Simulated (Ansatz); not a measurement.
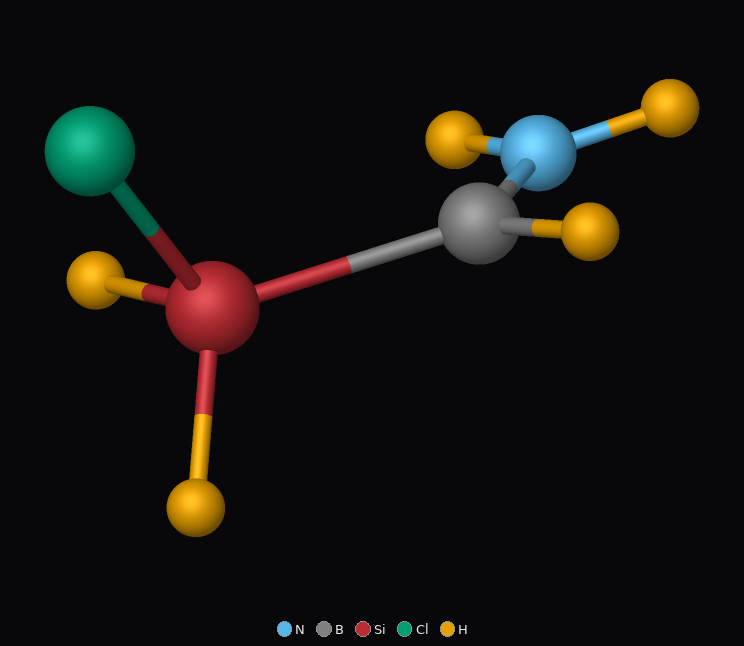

Sticks follow a distance rule. Harmonic vibrations computed with RKS PBE0-D4/def2-TZVP (Ansatz 0.2.0) at a stationary point of the same level.

### How many imaginary frequencies does it have?

A minimum: no imaginary frequency, and the lowest mode lies at 50 cm⁻¹.

### List the wavenumbers.

21 modes: 50, 144, 223, 452, 539, 587, 622, 667, 705, 825, 900, 920, 945, 1145, 1371, 1649, 2196, 2217, 2610, 3594, 3686 cm⁻¹.
